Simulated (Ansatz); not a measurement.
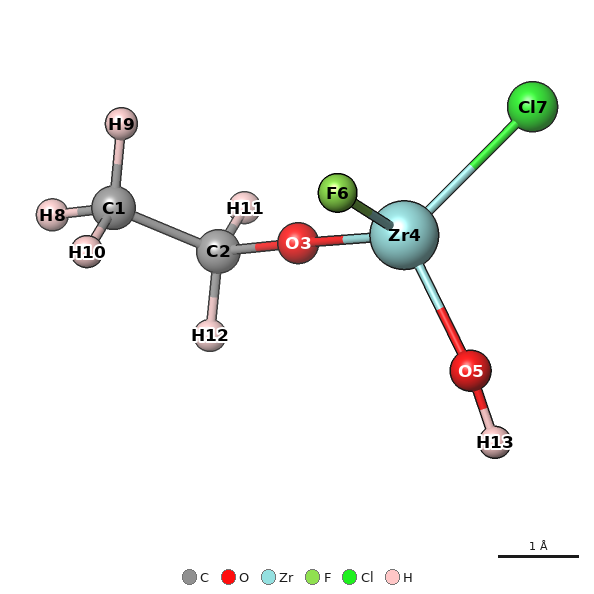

Simulated data, not a measurement (program: Ansatz).

Orthographic view. Atoms fade into the background with distance from the viewer. State: charge +1, doublet. Geometry: the geometry of the neutral molecule. Other spin states may lie lower.

Write a Z-matrix (Å, degrees) in the order of the atom numbers, with these reference atoms: 2 to 1; 3 to 2, 1; 4 to 3, 1, 2; 5 to 4, 3, 1; 6 to 4, 3, 1; 7 to 4, 3, 1; 8 to 1, 2, 3; 9 to 1, 8, 2; 10 to 1, 9, 8; 11 to 2, 3, 1; 12 to 2, 11, 3; 13 to 5, 6, 4.

```
C  
C    1   1.511
O    2   1.400   1   111.2
Zr   3   1.890   1   143.7   2  -177.5
O    4   1.909   3   110.6   1   126.1
F    4   1.910   3   108.2   1     6.7
Cl   4   2.373   3   108.3   1  -113.1
H    1   1.093   2   110.2   3   180.0
H    1   1.092   8   108.4   2   121.2
H    1   1.092   9   108.4   8  -117.4
H    2   1.096   3   108.3   1   121.7
H    2   1.096  11   107.5   3  -117.1
H    5   0.953   6   152.7   4  -156.4
```
